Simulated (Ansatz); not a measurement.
# Tin, A15 under BLYP: structure and ground-state energy, part 2 of 2

The plan for tin in the A15 structure: relax it, then solve it on a dense k-mesh. Spin polarisation is left out. The k-meshes are 4×4×4 for the relaxation; 6×6×6 for the dense run.

Ansatz 0.2.0; DFT, BLYP, plane waves (420 eV) with PAW, scalar-relativistic. Earlier steps stand in the parts before.

## Step 3: Single point on a dense mesh

File input.yaml:

```yaml
crystal:
  lattice:
    - [6.3443956457, 0.0, 0.0]
    - [0.0, 6.3443956457, 0.0]
    - [0.0, 0.0, 6.3443956457]
  atoms:
    - { symbol: Sn, position: [0.0, 0.0, 0.0] }
    - { symbol: Sn, position: [0.5, 0.5, 0.5] }
    - { symbol: Sn, position: [0.25, 1.0, 0.5] }
    - { symbol: Sn, position: [0.75, 1.0, 0.5] }
    - { symbol: Sn, position: [0.5, 0.25, 0.0] }
    - { symbol: Sn, position: [0.5, 0.75, 1.0] }
    - { symbol: Sn, position: [1.0, 0.5, 0.25] }
    - { symbol: Sn, position: [0.0, 0.5, 0.75] }
hamiltonian:
  xc: blyp
  pseudopotentials:
    kind: paw
    azcp:
      Sn: "pseudopotentials/Sn.paw.azcp"
basis:
  ecutwfc: 420
  fft_grid_basis: typed
kpoints:
  mp_grid: { grid: [6, 6, 6], shift: [0, 0, 0] }
magnetization:
  spin_polarized: false
scf:
  occupations: { method: fermi_dirac, width: 0.1 }
output:
  write_density: true
  write_potential: true
  elf: true
  volumetric_format: npy
```

Command:

```console
$ ansatz run input.yaml --threads 4 --pin off --max-ram 8192MiB --backend cpu --events-out ev --progress --plain --runs-dir out
```

Log:

```text
Warning: RAYON_NUM_THREADS=4 ignored (pool sized by the plan → 4); use --threads N
Engine: ansatz 0.2.0, aarch64-unknown-linux-gnu
Pseudopotentials: kind: paw
Pseudopotential: Sn, paw, valence charge 14, recommended cutoff 420 eV (normal), <dir>
Functional definition: BLYP
  parameter beta = 0.0042
  parameter a = 0.04918
  parameter b = 0.132
  parameter c = 0.2533
  parameter d = 0.349
  exchange = b88_x(beta = beta)
  correlation = lyp_c(a = a, b = b, c = c, d = d)
Crystal: 8 atoms, lattice volume = 255.371 Å³
Basis set: ecut = 420 eV, 4945 PW (Γ), exchange–correlation on 90×90×90 points (8 copies of the dense FFT grid, shifted against one another)
Bands: 68, of which v1, the nominal top of the filled ones, is band 56 counted from 1 (55 counted from 0)
Symmetry: 48 space group operations
Space group: Pm-3n (ITA 223), of the structure as read, at distance tolerance 6.3e-5 Å
k-points: 20 of 216
Non-local potential: Sn, projectors of the file, l = 0: 2, l = 1: 2, l = 2: 2, l = 3: 2
PAW form: soft (Blöchl's): semilocal exchange-correlation on the pseudo side does not see the compensation charge
PAW frozen core: Sn, regenerated for the run's functional, and the local potential with it (the file was generated under x = pbe(κ = 0.804, μ = 0.2195149727645171), c = pbe(β = 0.06672455060314922))
PAW one-centre angular grid: Sn, 590 points (default); XC on 64 Gauss nodes
Initial density: superposition of atomic densities (neutral atoms: chi_scale 0, normalization atom), corrected by the library's trained network
Initial wavefunctions: pseudopotential atomic-orbital guess
Functional: x = b88, c = lyp
SCF iter   1: F=—  HF=-48322.840600 eV  |F-HF|=—  |Δ(HF+E_count)|=         —  Δρ=6.50e-3  dr2=9.50e-2  ethr=1.77e-3  ⟨swp⟩=6.6  Hψ=5318  notcnv=0
preconditioner: auto → Kerker (q_TF=auto, 2.378 Å⁻¹)  [metal: Δε(μ)=0.034 eV  Ē_g=18.691 eV  σ=0.100 eV  W_gap=0.08  n_scr=56 (ndim 8)  ℏωp=24.6 eV  f_vac=0.000  D(μ)=5.58/eV (n_scr^D=32)]
SCF iter   2: F=—  HF=-48322.827813 eV  |F-HF|=—  |Δ(HF+E_count)|=   1.28e-2  Δρ=4.37e-3  dr2=4.49e-2  ethr=8.48e-5  ⟨swp⟩=1.0  Hψ=1580  notcnv=0
SCF iter   3: F=—  HF=-48322.824401 eV  |F-HF|=—  |Δ(HF+E_count)|=   3.41e-3  Δρ=1.37e-3  dr2=3.53e-3  ethr=4.01e-5  ⟨swp⟩=3.0  Hψ=2599  notcnv=0
SCF iter   4: F=—  HF=-48322.823378 eV  |F-HF|=—  |Δ(HF+E_count)|=   1.02e-3  Δρ=6.03e-4  dr2=9.08e-4  ethr=3.15e-6  ⟨swp⟩=2.0  Hψ=2483  notcnv=0
SCF iter   5: F=—  HF=-48322.823340 eV  |F-HF|=—  |Δ(HF+E_count)|=   3.77e-5  Δρ=1.89e-4  dr2=5.14e-5  ethr=8.11e-7  ⟨swp⟩=2.0  Hψ=2489  notcnv=0
SCF iter   6: F=—  HF=-48322.823283 eV  |F-HF|=—  |Δ(HF+E_count)|=   5.73e-5  Δρ=2.56e-5  dr2=1.88e-6  ethr=4.59e-8  ⟨swp⟩=2.0  Hψ=2478  notcnv=0
SCF iter   7: F=-48322.823284 eV  HF=-48322.823284 eV  |F-HF|=2.32e-8  |Δ(HF+E_count)|=   1.07e-6  Δρ=3.55e-6  dr2=4.12e-8  ethr=8.93e-11  ⟨swp⟩=4.3  Hψ=5110  notcnv=0
SCF 1 converged in 7 iterations: F = -48322.823284 eV  dr2 = 4.12e-8
SCF converged after 7 iterations
Free energy (F): -48322.823284 eV
Harris-Foulkes:  -48322.823284 eV  (|F-HF|=2.32e-8)
Internal energy: -48322.642229 eV  (E = F + TS)
E sigma→0 (E₀):  -48322.732757 eV
Entropy (-TS):   -0.181055 eV (-22.632 meV/atom)
Fermi energy:    9.150455 eV
--- Per-component energies (eV) ---
  E_band       = -834.850785
  E_kinetic    = 1484.936194
  E_local      = -7532.792610  (includes V_loc(G=0)·N_el)
  E_nonlocal   = -268.131016
  E_hartree    = 4507.815925
  E_xc         = -3040.620604
  E_vxc        = -751.902445  (∫ρ·V_xc dr)
  E_paw        = -33217.258183  (= ΣΔE_a)
  E_vpaw       = -2782.597021  (= ΣTr[D̂ρ^β])
  E_aug_tail   = -0.000004  (compensation charges beyond the density's cutoff)
  E_ewald      = -10255.581715
  E_core_change = -1.010216  (= ΣΔE_core)
  E_smearing   = -0.181055  (= −TS)
  E_closure    = 0.000000  (closes the sum)
  Σ components = -48322.823284   (vs F -48322.823284, Δ=0.00e0)
--- Band table (eV; the first three rows and the last of 20) ---
  k-point 0: bands = ["-12.5148", "-12.5093", "-12.5093", "-12.4351", "-12.4351", "-12.4351", "-12.4208", "-12.4208", "-12.4181", "-12.4131", "-12.4131", "-12.4131", "-12.4036", "-12.4036", "-12.4036", "-12.4001", "-12.3862", "-12.3862", "-12.3862", "-12.3754", "-12.3754", "-12.3454", "-12.3454", "-12.3454", "-12.3444", "-12.3444", "-12.3444", "-12.2888", "-12.2888", "-12.2743", "-12.2743", "-12.2743", "-12.2739", "-12.2739", "-12.2739", "-12.2702", "-12.2702", "-12.2618", "-12.2618", "-12.2618", "-0.9982", "1.7355", "1.7355", "2.0619", "3.3197", "3.3197", "3.3197", "4.0960", "6.5376", "6.5376", "6.5376", "6.6029", "6.6029", "7.9712", "7.9712", "7.9712", "8.7120", "9.0701", "9.0701", "9.0701", "11.2862", "11.2862", "11.2862", "11.7753", "11.7753", "11.7753", "13.4677", "13.4677"]
  k-point 1: bands = ["-12.5130", "-12.5095", "-12.4944", "-12.4370", "-12.4322", "-12.4322", "-12.4191", "-12.4187", "-12.4168", "-12.4165", "-12.4142", "-12.4142", "-12.4039", "-12.4015", "-12.4015", "-12.3989", "-12.3892", "-12.3873", "-12.3873", "-12.3767", "-12.3761", "-12.3491", "-12.3491", "-12.3450", "-12.3440", "-12.3424", "-12.3424", "-12.2877", "-12.2863", "-12.2783", "-12.2780", "-12.2780", "-12.2754", "-12.2754", "-12.2742", "-12.2738", "-12.2715", "-12.2691", "-12.2576", "-12.2576", "-0.8961", "1.3455", "1.8202", "2.0443", "3.3731", "3.3731", "3.4911", "3.9067", "6.2081", "6.3969", "6.3969", "6.4680", "7.4580", "7.6748", "7.6748", "8.5897", "8.6474", "9.1654", "9.6862", "9.6862", "10.6299", "10.6299", "11.0191", "12.1006", "12.3791", "12.6112", "12.6112", "13.5221"]
  k-point 2: bands = ["-12.5120", "-12.5100", "-12.4502", "-12.4383", "-12.4272", "-12.4272", "-12.4245", "-12.4163", "-12.4163", "-12.4150", "-12.4137", "-12.4133", "-12.4053", "-12.3984", "-12.3954", "-12.3943", "-12.3943", "-12.3879", "-12.3879", "-12.3787", "-12.3778", "-12.3612", "-12.3612", "-12.3441", "-12.3434", "-12.3379", "-12.3379", "-12.3244", "-12.2845", "-12.2831", "-12.2831", "-12.2790", "-12.2780", "-12.2780", "-12.2750", "-12.2741", "-12.2738", "-12.2686", "-12.2521", "-12.2521", "-0.5909", "0.5862", "2.0569", "2.2302", "3.2888", "3.4670", "3.4947", "3.4947", "6.0386", "6.0386", "6.5159", "6.9186", "7.5364", "7.5745", "7.5745", "9.4460", "9.5929", "9.6788", "9.6788", "9.8347", "10.4585", "10.4979", "11.1017", "11.1017", "12.3305", "13.3273", "13.3601", "13.3601"]
  k-point 19: bands = ["-12.4154", "-12.4154", "-12.4154", "-12.4154", "-12.4154", "-12.4154", "-12.4027", "-12.4027", "-12.4027", "-12.4027", "-12.4027", "-12.4027", "-12.4024", "-12.4024", "-12.4024", "-12.4024", "-12.3794", "-12.3794", "-12.3794", "-12.3794", "-12.3794", "-12.3794", "-12.3720", "-12.3720", "-12.3720", "-12.3720", "-12.3720", "-12.3720", "-12.3709", "-12.3709", "-12.2728", "-12.2728", "-12.2728", "-12.2728", "-12.2728", "-12.2728", "-12.2680", "-12.2680", "-12.2680", "-12.2680", "1.6476", "1.6476", "1.6476", "1.6476", "1.6476", "1.6476", "1.7541", "1.7541", "8.8750", "8.8750", "8.8750", "8.8750", "8.8750", "8.8750", "9.2856", "9.2856", "10.7106", "10.7106", "10.7106", "10.7106", "10.7186", "10.7186", "10.7186", "10.7186", "10.7186", "10.7186", "11.2543", "11.2543"]
```

Run time: 6 s. Hardware: 4 threads of Arm Neoverse V1, shared host; peak memory 0.79 GiB.

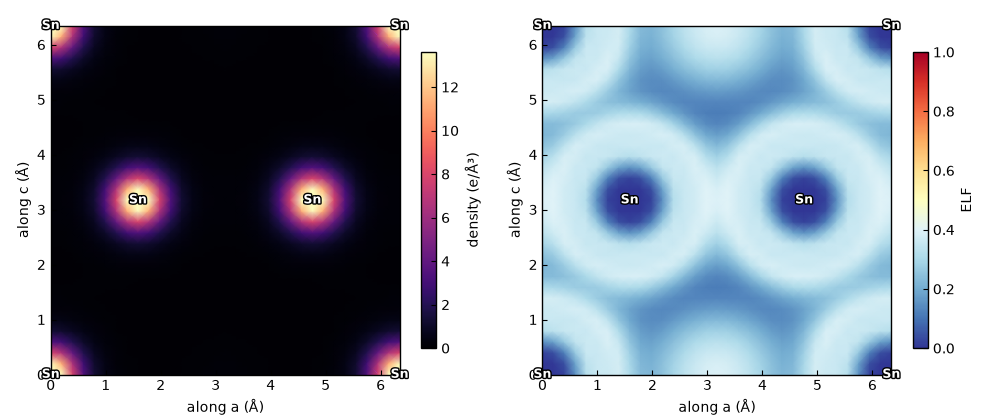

Density (left) and ELF (right) in a lattice plane of the grid's cell (edges 6.34 and 6.34 Å, at 0.000 of the third edge), which holds Sn. Only atoms in the plane are labelled; the density scale stops at 13.61 e/Å³. Both are smooth fields of the valence electrons: close to the nuclei they are not physical.

## Step 4: Results

The summary covers parts 1 to 2.

```
                      quantity                         value
space group (spins left aside)               Pm-3n (No. 223)
             conventional cell                   a = 6.344 Å
                        volume                31.921 Å³/atom
             shortest distance                       3.172 Å
               gap on the mesh  none (levels filled in part)
relative to alpha-Sn (diamond)                 +319 meV/atom
```

What this shows: The relaxation enlarged the cell by 13.9 % in volume. Against the reference form of tin (alpha-Sn (diamond), computed apart with the same settings) it stands 319 meV/atom higher. No gap shows: it is a metal or semimetal at this level. Relaxation kept the symmetry; phonons were not checked.
